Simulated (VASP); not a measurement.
# A VASP study of RuS (TPSS): structure first, properties next, part 2 of 5

Aim: relax RuS, then compute properties on the relaxed cell. The cell is invented: it takes the structure of COD entry 9008781, ZrS (space group 225 there), with some of its atoms replaced by other elements, volume scaled by an estimate. It may not be a known or stable phase.

VASP 6.6.1, plane waves and PAW; the level of theory is named at each step.

Still holding for the runs below: This run has no spin polarisation, although Ru can carry a moment. The k-mesh is coarse for a metal.

So far. Step 2 (Rough relaxation of the start cell): It ends with forces that vanish by symmetry and a pressure of -0.05 GPa. The relaxed cell has a = 4.907 Å (conventional setting).

## 3. Full relaxation (TPSS)

Level of this step: TPSS, no spin polarisation; plane waves and PAW (Ru_pv, S); invented cell (VASP).

Properties are meant for the cell that this level of theory prefers, so cell and atoms are relaxed first (ISIF = 3) until forces and stress are small; EDIFFG sets the threshold.

Input file INCAR:

```
SYSTEM = RuS
PREC = Accurate
ENCUT = 400
EDIFF = 1E-06
NELM = 100
ISMEAR = -1
SIGMA = 0.05
LREAL = .FALSE.
ALGO = Normal
METAGGA = TPSS
LASPH = .TRUE.
NBANDS = 16
LORBIT = 11
LWAVE = .FALSE.
LCHARG = .FALSE.
IBRION = 2
NSW = 60
ISIF = 3
EDIFFG = -0.01
```

Input file POSCAR:

```
RuS
1.0
    0.0000000000      2.4533534068      2.4533534068
    2.4533534068      0.0000000000      2.4533534068
    2.4533534068      2.4533534068      0.0000000000
Ru S
1 1
Direct
    0.0000000000      0.0000000000      0.0000000000
    0.5000000000      0.5000000000      0.5000000000
```

Input file KPOINTS:

```
Automatic mesh
0
Gamma
7 7 7
0 0 0
```

PAW data sets: Ru_pv and S (PBE family, release 64).

Started as:

```console
$ mpirun -np 1 vasp_std
```

The log of the run:

```text
[banner, memory and clock lines left out]
running    1 mpi-ranks, on    1 nodes
 distrk:  each k-point on    1 cores,    1 groups
 distr:  one band on    1 cores,    1 groups

 POSCAR found type information on POSCAR RuS
 POSCAR found :  2 types and       2 ions
 [... a notice as in an earlier step ...]

 LDA part: xc-table for (None), standard interpolation
 POSCAR, INCAR and KPOINTS ok, starting setup
 FFT: planning ... GRIDC
 FFT: planning ... GRID_SOFT
 FFT: planning ... GRID
 WAVECAR not read
 entering main loop
       N       E                     dE             d eps       ncg     rms          rms(c)
DAV:   1     0.125719878410E+03    0.12572E+03   -0.10037E+04   656   0.102E+03
DAV:   2    -0.109416654310E+02   -0.13666E+03   -0.13329E+03   800   0.304E+02
DAV:   3    -0.137212511838E+02   -0.27796E+01   -0.27689E+01   744   0.469E+01
DAV:   4    -0.137358620380E+02   -0.14611E-01   -0.14608E-01   824   0.353E+00
DAV:   5    -0.137360065114E+02   -0.14447E-03   -0.14447E-03   744   0.326E-01    0.237E+01
DAV:   6    -0.265790942180E+02   -0.12843E+02   -0.25913E+01   672   0.483E+01    0.570E+00
DAV:   7    -0.263342975451E+02    0.24480E+00   -0.12632E+00   696   0.132E+01    0.283E+00
DAV:   8    -0.263155423535E+02    0.18755E-01   -0.56119E-02   752   0.203E+00    0.169E+00
DAV:   9    -0.263268771521E+02   -0.11335E-01   -0.62498E-02   736   0.225E+00    0.709E-01
DAV:  10    -0.263269760984E+02   -0.98946E-04   -0.13865E-03   792   0.306E-01    0.328E-01
DAV:  11    -0.263268047070E+02    0.17139E-03   -0.16530E-03   760   0.355E-01    0.675E-02
DAV:  12    -0.263268105913E+02   -0.58843E-05   -0.37184E-05   832   0.488E-02    0.743E-02
DAV:  13    -0.263268119497E+02   -0.13584E-05   -0.22384E-05   744   0.308E-02    0.123E-02
DAV:  14    -0.263268097499E+02    0.21998E-05   -0.27666E-06   728   0.153E-02    0.104E-02
DAV:  15    -0.263268100520E+02   -0.30205E-06   -0.19016E-07   352   0.308E-03
   1 F= -.26326810E+02 E0= -.26306059E+02  d E =-.263268E+02
 curvature:   0.00 expect dE= 0.000E+00 dE for cont linesearch  0.000E+00
 trial: gam= 0.00000 g(F)=  0.739E-61 g(S)=  0.620E-03 ort = 0.000E+00 (trialstep = 0.100E+01)
 search vector abs. value=  0.620E-03
 bond charge predicted
       N       E                     dE             d eps       ncg     rms          rms(c)
DAV:   1    -0.263392029883E+02   -0.12393E-01   -0.22371E-01   672   0.535E+00    0.908E-01
DAV:   2    -0.263299466745E+02    0.92563E-02   -0.60487E-02   656   0.265E+00    0.376E-01
DAV:   3    -0.263266007893E+02    0.33459E-02   -0.56424E-03   672   0.820E-01    0.156E-01
DAV:   4    -0.263266786906E+02   -0.77901E-04   -0.17445E-03   744   0.367E-01    0.760E-02
DAV:   5    -0.263267003819E+02   -0.21691E-04   -0.22832E-05   752   0.475E-02    0.578E-02
DAV:   6    -0.263267400953E+02   -0.39713E-04   -0.16014E-05   736   0.281E-02    0.762E-03
DAV:   7    -0.263267379554E+02    0.21399E-05   -0.71169E-07   688   0.755E-03    0.158E-03
DAV:   8    -0.263267374943E+02    0.46116E-06   -0.64285E-08   368   0.208E-03
   2 F= -.26326737E+02 E0= -.26306213E+02  d E =0.725577E-04
 trial-energy change:    0.000073  1 .order    0.000090   -0.000620    0.000801
 step:   0.4550(harm=  0.4364)  dis= 0.00000  next Energy=   -26.326953 (dE=-0.143E-03)
 bond charge predicted
       N       E                     dE             d eps       ncg     rms          rms(c)
DAV:   1    -0.263306902702E+02   -0.39523E-02   -0.66252E-02   672   0.293E+00    0.490E-01
DAV:   2    -0.263280765711E+02    0.26137E-02   -0.17999E-02   656   0.147E+00    0.213E-01
DAV:   3    -0.263269710837E+02    0.11055E-02   -0.18014E-03   688   0.462E-01    0.889E-02
DAV:   4    -0.263269670694E+02    0.40143E-05   -0.52431E-04   728   0.194E-01    0.407E-02
DAV:   5    -0.263269645401E+02    0.25294E-05   -0.68805E-06   776   0.242E-02    0.305E-02
DAV:   6    -0.263269528204E+02    0.11720E-04   -0.47315E-06   728   0.150E-02    0.356E-03
DAV:   7    -0.263269541429E+02   -0.13226E-05   -0.14761E-07   576   0.286E-03    0.694E-04
DAV:   8    -0.263269543376E+02   -0.19466E-06   -0.17021E-08   352   0.951E-04
   3 F= -.26326954E+02 E0= -.26306306E+02  d E =-.144286E-03
 curvature:  -0.22 expect dE=-0.479E-07 dE for cont linesearch -0.479E-07
 trial: gam= 0.00000 g(F)=  0.163E-59 g(S)=  0.220E-06 ort =-0.117E-04 (trialstep = 0.891E+00)
 search vector abs. value=  0.220E-06
 reached required accuracy - stopping structural energy minimisation
```

It took 2.5 min on 1 MPI rank of AMD EPYC 7R43, shared host; peak memory 0.11 GiB.

From OUTCAR (step 3):

```text
  LATTYP: Found a face centered cubic cell.
 ALAT       =     4.9067068136

The static configuration has the point symmetry O_h .

 Found     20 irreducible k-points:

   k-points           NKPTS =     20   k-points in BZ     NKDIM =     20   number of bands    NBANDS=     16

   dimension x,y,z NGX =    24 NGY =   24 NGZ =   24
   dimension x,y,z NGXF=    48 NGYF=   48 NGZF=   48

   ENCUT  =  400.0 eV  29.40 Ry    5.42 a.u.   5.66  5.66  5.66*2*pi/ulx,y,z

   NELECT =      20.0000    total number of electrons

 E-fermi :  10.2214

 k-point     1 :       0.0000    0.0000    0.0000
  band No.  band energies     occupation
    ...
      8       8.1036      2.00000
      9       8.1036      2.00000
     10       8.1627      2.00000
     11       8.1627      2.00000
     12       8.1627      2.00000
     13      14.6506      0.00000
     14      20.4697      0.00000
     15      22.1392      0.00000
     16      22.4872      0.00000

 k-point     2 :       0.1429    0.0000    0.0000
  band No.  band energies     occupation
    ...
      8       8.0749      2.00000
      9       8.0749      2.00000
     10       8.8107      2.00000
     11      10.2035      1.17707
     12      10.2035      1.17707
     13      15.7538      0.00000
     14      19.7835      0.00000
     15      21.8570      0.00000
     16      21.8570      0.00000

  Total        0.0017429      0.0017429      0.0017429      0.0000000      0.0000000      0.0000000
  in kB        0.0948385      0.0948385      0.0948385      0.0000000      0.0000000      0.0000000
  external PRESSURE =       0.0948385 kB  Pullay stress =       0.0000000 kB

  energy-cutoff  :      400.00
  volume of cell :       29.44
      direct lattice vectors                 reciprocal lattice vectors
     0.000000000  2.450860998  2.450860998    -0.204009938  0.204009938  0.204009938
     2.450860998 -0.000000000  2.450860998     0.204009938 -0.204009938  0.204009938
     2.450860998  2.450860998  0.000000000     0.204009938  0.204009938 -0.204009938

 POSITION                                       TOTAL-FORCE (eV/Angst)
 -----------------------------------------------------------------------------------
      0.00000      0.00000      0.00000         0.000000      0.000000      0.000000
      2.45086      2.45086      2.45086        -0.000000      0.000000     -0.000000
 -----------------------------------------------------------------------------------
    total drift:                                0.000000     -0.000000     -0.000000

  FREE ENERGIE OF THE ION-ELECTRON SYSTEM (eV)
  ---------------------------------------------------
  free  energy   TOTEN  =       -26.3269543376 eV

  energy  without entropy=      -26.2856569607  energy(sigma->0) =      -26.30630565

 total charge
# of ion       s       p       d       tot
------------------------------------------
    1        0.248   6.160   6.132  12.541
    2        1.307   2.356   0.000   3.663
--------------------------------------------------
tot          1.555   8.516   6.132  16.204

[... 2 parts as in an earlier step ...]

[... 7 further parts left out ...]
```

CONTCAR:

```
RuS
   1.00000000000000
     0.0000000000000000    2.4508609976164184    2.4508609976164184
     2.4508609976164184   -0.0000000000000000    2.4508609976164184
     2.4508609976164184    2.4508609976164184    0.0000000000000000
  Ru              S
     1     1
Direct
     0.0000000000000000    0.0000000000000000    0.0000000000000000
     0.5000000000000000    0.5000000000000000    0.5000000000000000
```

Relaxation path:

```csv
step,energy less that of the first step (eV),largest force (eV/Å),pressure (GPa),volume (Å³)
1,0.0000,0.0000,-0.50,29.53
2,0.0001,0.0000,0.65,29.34
3,-0.0001,0.0000,0.01,29.44
```

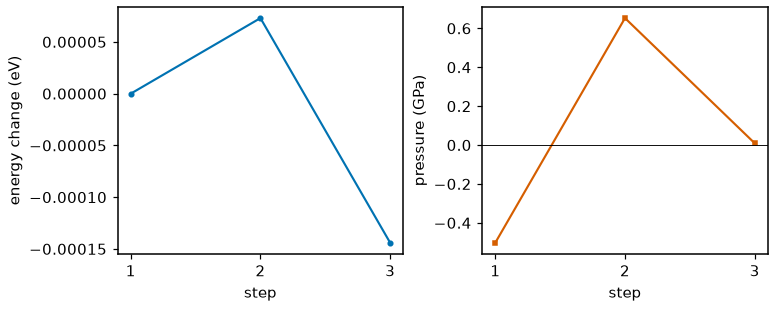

Energy and pressure along the relaxation.

```csv
"conventional cell, symmetrised",before,after,change
a (Å),4.907,4.902,-0.1 %
b (Å),4.907,4.902,-0.1 %
c (Å),4.907,4.902,-0.1 %
volume (Å³/atom),14.77,14.72,-0.3 %
```

The relaxed structure:

```cif
data_structure
_symmetry_space_group_name_H-M 'P 1'
_symmetry_Int_Tables_number 1
_cell_length_a 3.4660
_cell_length_b 3.4660
_cell_length_c 3.4660
_cell_angle_alpha 60.000
_cell_angle_beta 60.000
_cell_angle_gamma 60.000
_cell_volume 29.44
loop_
_atom_site_label
_atom_site_type_symbol
_atom_site_fract_x
_atom_site_fract_y
_atom_site_fract_z
_atom_site_occupancy
Ru1 Ru 0.00000 0.00000 0.00000 1
S2 S 0.50000 0.50000 0.50000 1
```

Numbers from this step:

```
irreducible k-points            : 20
free energy (TOTEN)             : -26.33 eV
energy at zero smearing         : -26.31 eV
Fermi energy                    : 10.22 eV
pressure                        : 0.009484 GPa
SCF cycles over all ionic steps : 31
```

It ends with forces that vanish by symmetry and a pressure of 0.01 GPa.

## 4. Density, ELF and potential (TPSS)

A single point on the relaxed cell gives a clean self-consistent state, with density, ELF and potential written out.

Edit INCAR of step 3 so:

```diff
@@ -14,6 +14,5 @@
 LWAVE = .FALSE.
-LCHARG = .FALSE.
-IBRION = 2
-NSW = 60
-ISIF = 3
-EDIFFG = -0.01
+LCHARG = .TRUE.
+ISIF = 2
+LELF = .TRUE.
+LVHAR = .TRUE.
```

Input file POSCAR:

```
RuS
1.0
    0.0000000000      2.4508609976      2.4508609976
    2.4508609976      0.0000000000      2.4508609976
    2.4508609976      2.4508609976      0.0000000000
Ru S
1 1
Direct
    0.0000000000      0.0000000000      0.0000000000
    0.5000000000      0.5000000000      0.5000000000
```

KPOINTS is that of step 3.

Started as:

```console
$ mpirun -np 1 vasp_std
```

The log of the run:

```text
[... set-up lines as in an earlier step ...]
 entering main loop
       N       E                     dE             d eps       ncg     rms          rms(c)
DAV:   1     0.130199872510E+03    0.13020E+03   -0.10350E+04   648   0.103E+03
DAV:   2    -0.107603929624E+02   -0.14096E+03   -0.13780E+03   832   0.309E+02
DAV:   3    -0.136975024433E+02   -0.29371E+01   -0.29198E+01   744   0.474E+01
DAV:   4    -0.137128923123E+02   -0.15390E-01   -0.15388E-01   824   0.366E+00
DAV:   5    -0.137130396185E+02   -0.14731E-03   -0.14731E-03   736   0.334E-01    0.239E+01
DAV:   6    -0.265773263474E+02   -0.12864E+02   -0.25915E+01   672   0.483E+01    0.571E+00
DAV:   7    -0.263343908957E+02    0.24294E+00   -0.12642E+00   688   0.132E+01    0.285E+00
DAV:   8    -0.263155970815E+02    0.18794E-01   -0.56281E-02   760   0.203E+00    0.169E+00
DAV:   9    -0.263269066020E+02   -0.11310E-01   -0.62035E-02   736   0.224E+00    0.710E-01
DAV:  10    -0.263269857970E+02   -0.79195E-04   -0.13783E-03   792   0.305E-01    0.330E-01
DAV:  11    -0.263268152366E+02    0.17056E-03   -0.16467E-03   776   0.355E-01    0.673E-02
DAV:  12    -0.263268209929E+02   -0.57562E-05   -0.37639E-05   832   0.492E-02    0.747E-02
DAV:  13    -0.263268223342E+02   -0.13414E-05   -0.22560E-05   736   0.309E-02    0.123E-02
DAV:  14    -0.263268201091E+02    0.22251E-05   -0.27851E-06   736   0.154E-02    0.105E-02
DAV:  15    -0.263268204155E+02   -0.30644E-06   -0.19147E-07   424   0.311E-03
   1 F= -.26326820E+02 E0= -.26306173E+02  d E =-.412955E-01
```

Run time: 89 s. Hardware: 1 MPI rank; peak memory 0.1 GiB.

From OUTCAR (step 4):

```text
  LATTYP: Found a face centered cubic cell.
 ALAT       =     4.9017219952

The static configuration has the point symmetry O_h .

 Found     20 irreducible k-points:

   ENCUT  =  400.0 eV  29.40 Ry    5.42 a.u.   5.65  5.65  5.65*2*pi/ulx,y,z

   NELECT =      20.0000    total number of electrons

 E-fermi :  10.2214

 k-point     1 :       0.0000    0.0000    0.0000
  band No.  band energies     occupation
    ...
      8       8.1036      2.00000
      9       8.1036      2.00000
     10       8.1628      2.00000
     11       8.1628      2.00000
     12       8.1628      2.00000
     13      14.6507      0.00000
     14      20.4697      0.00000
     15      22.1393      0.00000
     16      22.4872      0.00000

 k-point     2 :       0.1429    0.0000    0.0000
  band No.  band energies     occupation
    ...
      8       8.0749      2.00000
      9       8.0749      2.00000
     10       8.8107      2.00000
     11      10.2035      1.17674
     12      10.2035      1.17674
     13      15.7537      0.00000
     14      19.7835      0.00000
     15      21.8569      0.00000
     16      21.8569      0.00000

  Total        0.0033895      0.0033895      0.0033895     -0.0000000     -0.0000000      0.0000000
  in kB        0.1844399      0.1844399      0.1844399     -0.0000000     -0.0000000      0.0000000
  external PRESSURE =       0.1844399 kB  Pullay stress =       0.0000000 kB

  energy-cutoff  :      400.00
  volume of cell :       29.44
      direct lattice vectors                 reciprocal lattice vectors
     0.000000000  2.450860998  2.450860998    -0.204009938  0.204009938  0.204009938
     2.450860998  0.000000000  2.450860998     0.204009938 -0.204009938  0.204009938
     2.450860998  2.450860998  0.000000000     0.204009938  0.204009938 -0.204009938

 POSITION                                       TOTAL-FORCE (eV/Angst)
 -----------------------------------------------------------------------------------
      0.00000      0.00000      0.00000        -0.000000      0.000000      0.000000
      2.45086      2.45086      2.45086         0.000000      0.000000      0.000000
 -----------------------------------------------------------------------------------
    total drift:                                0.000000     -0.000000     -0.000000

  FREE ENERGIE OF THE ION-ELECTRON SYSTEM (eV)
  ---------------------------------------------------
  free  energy   TOTEN  =       -26.3268204155 eV

  energy  without entropy=      -26.2855249040  energy(sigma->0) =      -26.30617266

[... 8 parts as in an earlier step ...]

[... 3 further parts left out ...]
```

This step gave:

| Property | Result |
| --- | --- |
| SCF cycles | 15 |
| pressure | 0.01844 GPa |

Valence electrons inside each PAW sphere by angular momentum. Sphere charges, by row:

```
atom  s (e)  p (e)  d (e)  tot (e)
 Ru1  0.248   6.16  6.132    12.54
  S2  1.307  2.356      0    3.663
```

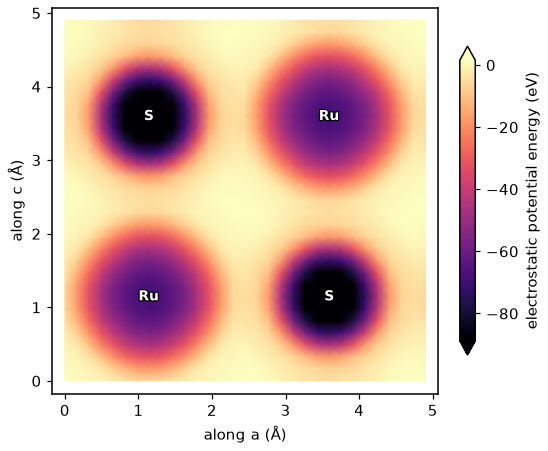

Electrostatic potential energy in the ac plane of the conventional cell at fractional y = 0.000, with atoms of Ru and S within 0.2 Å of it. With pseudopotentials it is smooth inside the atoms' cores, unlike the true potential. The map starts off the cell's origin, so that atoms lie inside it.

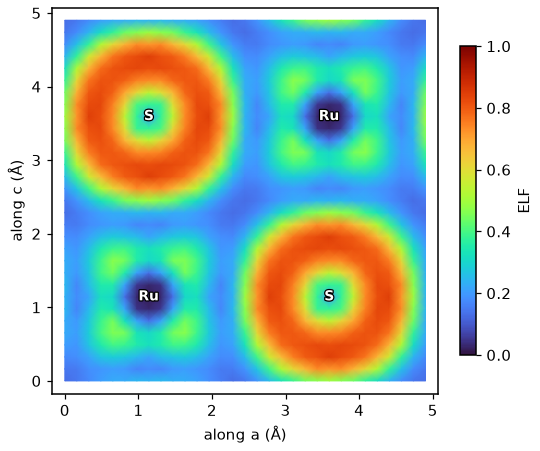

ELF in the ac plane of the conventional cell at fractional y = 0.000, with atoms of Ru and S within 0.2 Å of it. It is the smooth field of the valence electrons, not physical close to the nuclei. The map starts off the cell's origin, so that atoms lie inside it.

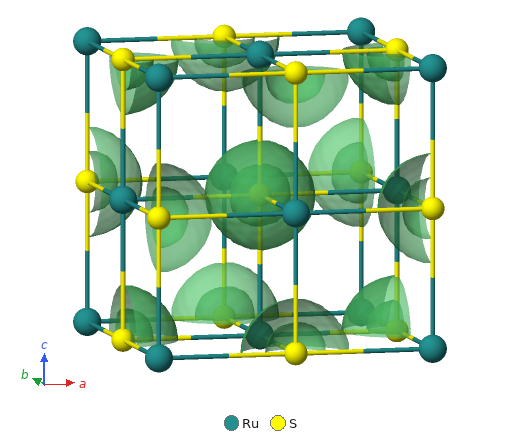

Surface of ELF = 0.76.

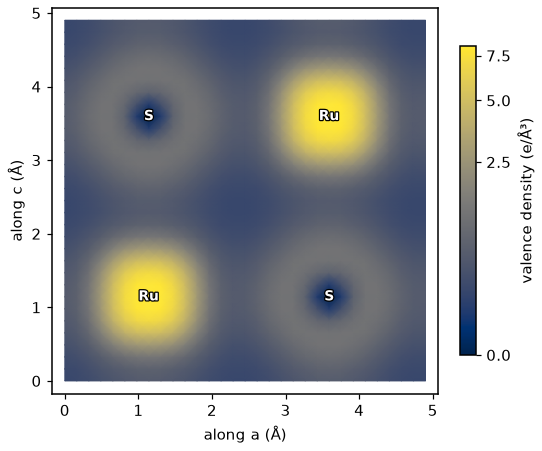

Valence density in the ac plane of the conventional cell at fractional y = 0.000, with atoms of Ru and S within 0.2 Å of it. It is the smooth field of the valence electrons, not physical close to the nuclei. The map starts off the cell's origin, so that atoms lie inside it. The colour scale is stretched toward low values.

In this run the pressure is 0.02 GPa, small enough to go on.

(Part 2 of 5 ends here.)

[Lines on the potential files, build, host, timing and source positions are cut from VASP's logs without a mark.]

[Logs are printed without paths, hosts, clocks, repeated set-up lines and the standing remarks that a program may print on its own settings, such as how far it seeks lower states.]

[Hosts, paths, dates, database ids (printed as entryN), source tags and the programs' standing remarks are cut or masked in the printed files.]

[A measured line is paired with the nearest computed mode of its activity, which favours agreement.]

[In band tables of VASP the shares of atoms and orbitals are scaled to a sum of 1 inside the atoms' spheres.]
